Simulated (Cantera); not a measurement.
Feed: 1 mol SiCl4, 3.8 mol HCl, 0.58 mol H2, equilibrated at 8250 Torr.

Method: chemical equilibrium by Gibbs-energy minimisation in Cantera with the NASA 1993 tables (ideal gas, pure condensed phases). Candidate condensed phases: Si; 19 gas species. The tables' values for SiCl3 are old estimates; treat these amounts as uncertain. Rates play no part.

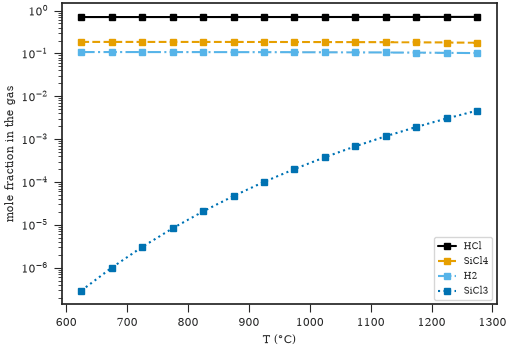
*Equilibrium gas composition (values under 1e-9 drawn at 1e-9)*

Problem. Read off the mole fractions at 1175 °C.

Solution. HCl about 0.71, SiCl4 about 0.18, H2 about 0.10, SiCl3 about 0.0019.
